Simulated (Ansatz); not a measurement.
**Geometry relaxation of C$_{2}$H$_{12}$FNSi$_{3}$ (part 2 of 2)**

C$_{2}$H$_{12}$FNSi$_{3}$; RKS r2SCANh/STO-3G (Ansatz 0.2.0). The run did not end well. It belongs to a series of runs on one base structure; here: start relaxed.

Geometry of the input (Å):
```
Si 0.0000  0.0000  0.0000
F  0.0000  0.0000  1.5900
Si 2.0935  0.0000  -0.7393
H  2.5508  -1.3762  -0.9079
H  2.1573  0.6939  -2.0222
H  2.9510  0.6823  0.2255
Si -1.0456  1.8115  -0.7393
H  -2.4302  1.4780  -1.0607
H  -1.0215  2.8436  0.2931
H  -0.3743  2.3069  -1.9374
N  -0.8572  -1.4851  -0.6061
C  -1.5991  -2.3398  0.3320
H  -1.2218  -2.1735  1.3626
H  -2.6791  -2.0872  0.2887
H  -1.4574  -3.4051  0.0541
C  -0.8082  -1.8308  -2.0340
H  -1.6103  -1.2865  -2.5747
H  0.1794  -1.5432  -2.4511
H  -0.9565  -2.9241  -2.1559
```

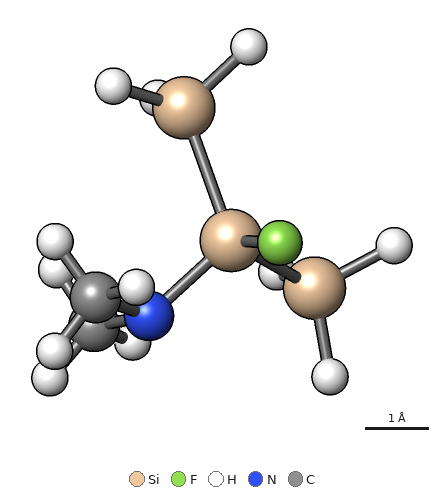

*The geometry at step 21 of the log (ball-and-stick view, seen at a tilt).*

```
Unfinished report: {"positions_ang":[[0.14008884886034811,-0.1671221154110311,0.06980904704977677],[0.17474993482847942,-0.3326397646632706,1.7089201898831288],[2.230106582127484,0.06254605131814397,-0.7919475661542835],[2.9562713497703945,-1.1838359923494945,-0.8026457560269252],[2.1688632974861153,0.5561395778465298,-2.1468008234939457],[2.9908844721992858,1.0160482072979689,-0.020940841764948807],[-1.2308606519202243,1.5823561316935024,-0.456139813489401],[-2.438841828662926,1.5990644237048648,0.33501441254690995],[-0.5586411628965374,2.844141202578554,-0.25183105978760273],[-1.6210031040052488,1.52700689407894,-1.845584320672352],[-0.4949468800398213,-1.7540885580649241,-0.47951851653965466],[-1.8672450406498902,-2.0343994696705785,0.04181168261394576],[-1.874606459958743,-1.8769689506699172,1.131476115190467],[-2.6582385640161967,-1.3978731581865593,-0.40603278462910913],[-2.13333278860038,-3.084851377756347,-0.15900692923414028],[-0.48670202204355156,-1.9479552289222821,-1.9590657758252386],[-1.1797059960730243,-1.278339404111178,-2.5094211139057183],[0.529803420827267,-1.7794096483980921,-2.3464773128477034],[-0.7758434072328316,-2.985118820314831,-2.1942188329132035]],"unchecked":["starts","cluster_reference","orbital_swaps","neighbouring_geometries","increment"],"mean_field":{"relativity":"none","state":{"energy":{"ev":-29747.965579239917,"hartree":-1093.2175711417829},"converged":true,"gradient_ev":0.000020817918624773347,"stability":{"kind":"minimum","curvature_ev":59.989496838273766},"curvature_floor_ev":0.00030000000000000003,"spin_squared":2.842170943040401e-14},"others":[],"fillings":{"estimated":0,"unestimated":0,"tried":0,"untried":0,"excluded_magnetic_sites":0},"n_dropped_functions":0,"n_trapped_functions":0,"passes":{"evaluations":3,"products":15},"factors":{"origin":"Cholesky decomposition","count":831,"bound_ev":0.000032306028315655},"gradient_stop_ev":0.00009,"reference_kind":"stationary","functional":{"name":"r2SCANh","citations":["Bursch, Neugebauer, Ehlert & Grimme, J. Chem. Phys. 156, 134105 (2022) doi:10.1063/5.0086040","Furness, Kaplan, Ning, Perdew & Sun, J. Phys. Chem. Lett. 11, 8208 (2020) doi:10.1021/acs.jpclett.0c02405","Furness, Kaplan, Ning, Perdew & Sun, J. Phys. Chem. Lett. 11, 9248 (2020) doi:10.1021/acs.jpclett.0c03077"],"text":"name \"r2SCANh\"\ncite \"Bursch, Neugebauer, Ehlert & Grimme, J. Chem. Phys. 156, 134105 (2022) doi:10.1063/5.0086040\"\ncite \"Furness, Kaplan, Ning, Perdew & Sun, J. Phys. Chem. Lett. 11, 8208 (2020) doi:10.1021/acs.jpclett.0c02405\"\ncite \"Furness, Kaplan, Ning, Perdew & Sun, J. Phys. Chem. Lett. 11, 9248 (2020) doi:10.1021/acs.jpclett.0c03077\"\nparent r2scan\nparameter a = 0.1\nparameter k0 = 0.174\nparameter k1 = 0.065\nparameter a1 = 4.9479\nexchange = (1 - a)*r2scan_x(k0 = k0, k1 = k1, a1 = a1) + a*exact_x\ncorrelation = r2scan_c\n","parameters":{"a":{"value":0.1,"default":0.1},"a1":{"value":4.9479,"default":4.9479},"k0":{"value":0.174,"default":0.174},"k1":{"value":0.065,"default":0.065}},"final_grid":{"core_spheres":27.0,"valence_spheres":18.0,"degree":36.0},"final_grid_parameter_source":"default","radial_points_factor":1.0,"radial_grid_error_ev":0.00004138587457757948,"grid_sensitivity":"normal","grid_sensitivity_ratio":0.0037923249998930045},"unsmoothed_excess_ev":-8.000047490389859e-6,"symmetry":{"irreps":["A"],"axes":[[0.9999791433319095,-0.004445702680741688,0.004684936376814973],[0.004402567374376274,0.9999481925280927,0.009177671835188745],[-0.00472549486238591,-0.00915685467148984,0.9999469094461119]],"occupied":[{"A":41},{"A":41}]},"held":{"pivots":829,"left_out":0,"joined":2},"density_repulsion":{"missed_ev":0.000012730054824954242,"excess_ev":1.2140666362741429e-6,"most_excess_ev":0.0002214,"are_drawn_again":false,"n_first_factors":831,"energy_change_ev":0.0,"n_dropped_ends":0}},"factors":{"origin":"Cholesky decomposition","count":831,"bound_ev":0.000032306028315655},"n_frozen":0,"n_occupied":[41,41],"n_virtual":[18,18],"reference":{"ev":-29747.965579239917,"hartree":-1093.2175711417829},"total":{"ev":-29747.965579239917,"hartree":-1093.2175711417829},"forces_ev_per_angstrom":[[0.001021426950799414,0.006681840716953039,0.012381603159749462],[0.0008383762808412104,-0.0009870786201750614,-0.005042463828034199],[-0.00159920682916668,-0.0024057730058312686,0.0009802862597904109],[0.0011730218665902737,0.0009567683125852944,-0.0010916713786689818],[0.0006987453672323064,-0.000012498470003093187,-0.00005636823439818327],[-0.000992051037856962,0.0007918108659583604,-0.0006925568228592351],[-0.021232693485668978,0.02076543617940753,-0.013580938569956374],[0.020372183916232207,-0.003793464345965026,-0.00986359413922959],[-0.004852748514492579,-0.019326928147932004,-0.0023870903093169997],[0.006418007449990833,0.000559679963414393,0.02186695080178454],[-0.00015482546439188954,-0.003296050114596395,-0.005069774437013987],[-0.0022822372822010563,0.0022836082971502605,0.0008458817382594533],[-0.00039386619800215914,-0.000996962443915451,-0.0005459683380737916],[0.0008345854055224566,-0.00008299720615472525,0.0005203248400365596],[-0.00006327680001394557,-0.0004973220809201498,-0.0007814712725754185],[0.001423423252286256,0.0030400762322225516,0.0002448892980219275],[0.0014515881690922968,-0.002411653338842125,0.0018188632699429016],[-0.0032345993141897115,-0.0003885294167157299,0.0011143557192587568],[0.000574146267354094,-0.0008799633693974971,-0.0006612577234257334]],"charge_distribution":{"dipole_moment_e_ang":[-0.08327072670763543,0.12377926187724095,-0.16768740931023016],"mulliken_charges_e":[0.5626119966259164,-0.24055173709986022,0.3516578464151401,-0.11575662756226923,-0.12369250927947695,-0.12138137610583333,0.3386018016562602,-0.12141893581241714,-0.12406011380497861,-0.12418116189164974,-0.3890205564782576,-0.16238509658654454,0.07921898223057278,0.058429231481593846,0.07943673526471584,-0.16075121574479034,0.06006548707075865,0.07290757232813772,0.08026967729300749],"lowdin_charges_e":[0.4696780194444532,-0.1927358487982378,0.31969162471522594,-0.10727384180403843,-0.11403901189168342,-0.11208612909553017,0.3048855684918266,-0.1119915011310082,-0.11431072027163225,-0.1141905454629466,-0.29201499270362063,-0.08257557191836185,0.04559456078937718,0.025489748581350113,0.04468901018356597,-0.08160911129289161,0.026522999018933402,0.04097364883998822,0.04530209430526988]},"orbitals_path":"[file]","n_threads":1,"memory_gib":1.7045454550534487,"seconds":{"hamiltonian":9.649880072,"orbitals":0.0,"second_order":0.0,"solver_start":0.0,"cycles":0.0,"cycle":0.0,"perturbative":0.0,"full_ci_increment":0.0,"forces":0.0}}
this run last wrote the structure of step 40 to [file]
Error: geometry relaxation did not converge after 40 steps: max|allowed force component| = 2.19e-2 eV/Å (threshold 2.0e-2). Raise `relax.max_steps` over both its present limit and 40, loosen `relax.f_tol`, or start from a geometry closer to equilibrium. Where this run's directory can be resumed (`checkpoint.write`), a resume goes on for up to `relax.max_steps` more
```

### Trajectory as extended XYZ (Å, eV, eV/Å), 5 of the 40 frames kept, from step=1 to step=40
```
19
Properties=species:S:1:pos:R:3:forces:R:3 step=1 energy=-29747.36526
Si    0.0000    0.0000    0.0000   -0.8943  -1.5100  -2.3487
F     0.0000    0.0000    1.5900   -0.2698  -0.4318   2.2744
Si    2.0935    0.0000   -0.7393    1.0098  -0.2740  -0.4255
H     2.5508   -1.3762   -0.9079    0.1069   0.4918  -0.0185
H     2.1573    0.6939   -2.0222    0.1750  -0.2288   0.3875
H     2.9510    0.6823    0.2255   -0.1370  -0.2037  -0.3888
Si   -1.0456    1.8115   -0.7393   -0.7203   0.8523  -0.3399
H    -2.4302    1.4780   -1.0607    0.3707   0.3384   0.0345
H    -1.0215    2.8436    0.2931   -0.0887  -0.1565  -0.4255
H    -0.3743    2.3069   -1.9374   -0.3202  -0.0090   0.3566
N    -0.8572   -1.4851   -0.6061    1.7516   1.2506   1.2877
C    -1.5991   -2.3398    0.3320    0.0417   0.2427  -0.7385
H    -1.2218   -2.1735    1.3626   -0.2049  -0.0559  -0.2577
H    -2.6791   -2.0872    0.2887   -0.1544  -0.4496   0.3963
H    -1.4574   -3.4051    0.0541   -0.2127   0.1313   0.2544
C    -0.8082   -1.8308   -2.0340   -0.3579   0.0430   0.7839
H    -1.6103   -1.2865   -2.5747    0.1430  -0.2512  -0.5351
H     0.1794   -1.5432   -2.4511   -0.2883  -0.1056  -0.1255
H    -0.9565   -2.9241   -2.1559    0.0499   0.3260  -0.1716
19
Properties=species:S:1:pos:R:3:forces:R:3 step=11 energy=-29747.95298
Si    0.1602   -0.1330    0.0242   -0.0131  -0.0312  -0.0063
F     0.1864   -0.2226    1.6693    0.0081   0.0021  -0.0096
Si    2.2555    0.0296   -0.8426    0.0118   0.0271   0.0155
H     2.8737   -1.2630   -1.0115   -0.0011   0.0041   0.0051
H     2.2250    0.6818   -2.1302    0.0013  -0.0097   0.0102
H     3.0996    0.8197    0.0225   -0.0056  -0.0073  -0.0213
Si   -1.2048    1.5890   -0.6053    0.0109   0.0082   0.0081
H    -2.5791    1.1750   -0.7573    0.0031   0.0014   0.0037
H    -1.1778    2.6571    0.3656    0.0005  -0.0002  -0.0066
H    -0.7773    2.1413   -1.8683   -0.0064   0.0014   0.0007
N    -0.4729   -1.7480   -0.4556   -0.0242   0.0129  -0.0014
C    -1.7724   -2.0687    0.2130    0.0117   0.0043   0.0033
H    -1.6618   -1.9073    1.2966    0.0000  -0.0039  -0.0069
H    -2.6266   -1.4583   -0.1440   -0.0063   0.0014  -0.0027
H    -2.0246   -3.1275    0.0416   -0.0040  -0.0064  -0.0007
C    -0.6339   -1.9080   -1.9318    0.0174  -0.0011   0.0148
H    -1.3991   -1.2409   -2.3806   -0.0051  -0.0022   0.0008
H     0.3278   -1.7064   -2.4285    0.0034   0.0032  -0.0060
H    -0.9269   -2.9453   -2.1598   -0.0024  -0.0042  -0.0006
19
Properties=species:S:1:pos:R:3:forces:R:3 step=21 energy=-29747.95950
Si    0.1516   -0.1586    0.0409    0.0074  -0.0023   0.0046
F     0.1727   -0.2987    1.6826    0.0001   0.0016  -0.0030
Si    2.2503    0.0349   -0.8098    0.0061   0.0069   0.0029
H     3.0053   -1.1879   -0.6846   -0.0036   0.0014   0.0001
H     2.2021    0.3898   -2.2079   -0.0002   0.0008   0.0013
H     2.9759    1.0794   -0.1274   -0.0027  -0.0041  -0.0029
Si   -1.1912    1.5978   -0.5355   -0.0470   0.0583  -0.0160
H    -2.5951    1.3132   -0.3398    0.0657   0.0167  -0.0080
H    -0.8724    2.7727    0.2455   -0.0107  -0.0598  -0.0387
H    -1.0073    1.9447   -1.9271   -0.0102  -0.0188   0.0630
N    -0.4867   -1.7539   -0.4873   -0.0160  -0.0021  -0.0094
C    -1.8004   -2.0826    0.1473   -0.0028   0.0006   0.0034
H    -1.7156   -1.9367    1.2355    0.0032  -0.0008  -0.0098
H    -2.6463   -1.4667   -0.2210    0.0046  -0.0044   0.0023
H    -2.0495   -3.1391   -0.0442   -0.0001   0.0075  -0.0006
C    -0.6126   -1.8969   -1.9680   -0.0011   0.0007   0.0076
H    -1.3660   -1.2229   -2.4268    0.0037  -0.0054   0.0022
H     0.3601   -1.6929   -2.4413    0.0015   0.0026   0.0009
H    -0.9041   -2.9309   -2.2136    0.0018   0.0003   0.0000
19
Properties=species:S:1:pos:R:3:forces:R:3 step=30 energy=-29747.96296
Si    0.1425   -0.1594    0.0533    0.0032  -0.0003   0.0182
F     0.1648   -0.3125    1.6940    0.0061  -0.0002  -0.0061
Si    2.2395    0.0472   -0.7982    0.0183   0.0193  -0.0054
H     2.9747   -1.1940   -0.7544   -0.0162   0.0172   0.0026
H     2.1909    0.4894   -2.1721   -0.0009  -0.0048   0.0214
H     2.9854    1.0355   -0.0554   -0.0039  -0.0155  -0.0150
Si   -1.2115    1.5958   -0.4980   -0.0426   0.0588  -0.0400
H    -2.5511    1.4536    0.0280    0.0749   0.0108  -0.0296
H    -0.6741    2.8409    0.0057   -0.0269  -0.0698  -0.0301
H    -1.3160    1.7237   -1.9353   -0.0014  -0.0019   0.0897
N    -0.4911   -1.7504   -0.4855   -0.0177  -0.0160  -0.0133
C    -1.8315   -2.0636    0.0974   -0.0083   0.0084   0.0059
H    -1.7918   -1.9068    1.1869    0.0029  -0.0028  -0.0170
H    -2.6573   -1.4458   -0.3123    0.0103  -0.0083   0.0043
H    -2.0807   -3.1204   -0.0930   -0.0013   0.0061  -0.0005
C    -0.5506   -1.9221   -1.9667    0.0014   0.0089   0.0040
H    -1.2805   -1.2559   -2.4726    0.0088  -0.0095   0.0066
H     0.4432   -1.7300   -2.4000   -0.0079   0.0002   0.0066
H    -0.8339   -2.9604   -2.2043    0.0014  -0.0007  -0.0022
19
Properties=species:S:1:pos:R:3:forces:R:3 step=40 energy=-29747.96557
Si    0.1401   -0.1671    0.0698    0.0010   0.0067   0.0124
F     0.1747   -0.3326    1.7089    0.0008  -0.0010  -0.0050
Si    2.2301    0.0625   -0.7919   -0.0016  -0.0024   0.0010
H     2.9563   -1.1838   -0.8026    0.0012   0.0010  -0.0011
H     2.1689    0.5561   -2.1468    0.0007   0.0000  -0.0001
H     2.9909    1.0160   -0.0209   -0.0010   0.0008  -0.0007
Si   -1.2309    1.5824   -0.4561   -0.0212   0.0208  -0.0136
H    -2.4388    1.5991    0.3350    0.0204  -0.0038  -0.0099
H    -0.5586    2.8441   -0.2518   -0.0049  -0.0193  -0.0024
H    -1.6210    1.5270   -1.8456    0.0064   0.0006   0.0219
N    -0.4949   -1.7541   -0.4795   -0.0002  -0.0033  -0.0051
C    -1.8672   -2.0344    0.0418   -0.0023   0.0023   0.0008
H    -1.8746   -1.8770    1.1315   -0.0004  -0.0010  -0.0005
H    -2.6582   -1.3979   -0.4060    0.0008  -0.0001   0.0005
H    -2.1333   -3.0849   -0.1590   -0.0001  -0.0005  -0.0008
C    -0.4867   -1.9480   -1.9591    0.0014   0.0030   0.0002
H    -1.1797   -1.2783   -2.5094    0.0015  -0.0024   0.0018
H     0.5298   -1.7794   -2.3465   -0.0032  -0.0004   0.0011
H    -0.7758   -2.9851   -2.1942    0.0006  -0.0009  -0.0007
```

### Outcome

| quantity | value |
| --- | --- |
| outcome | not converged |
| wall time | 7.1 min |
| peak memory | 0.21 GiB |

### Diagnosis

The run did not converge: “geometry relaxation did not converge after 40 steps: max|allowed force component| = 2.19e-2 eV/Å (threshold 2.0e-2). Raise `relax.max_steps` over both its present limit and 40, loosen `relax.f_tol`, or start from a geometry closer to equilibrium …” Its last values are not results.
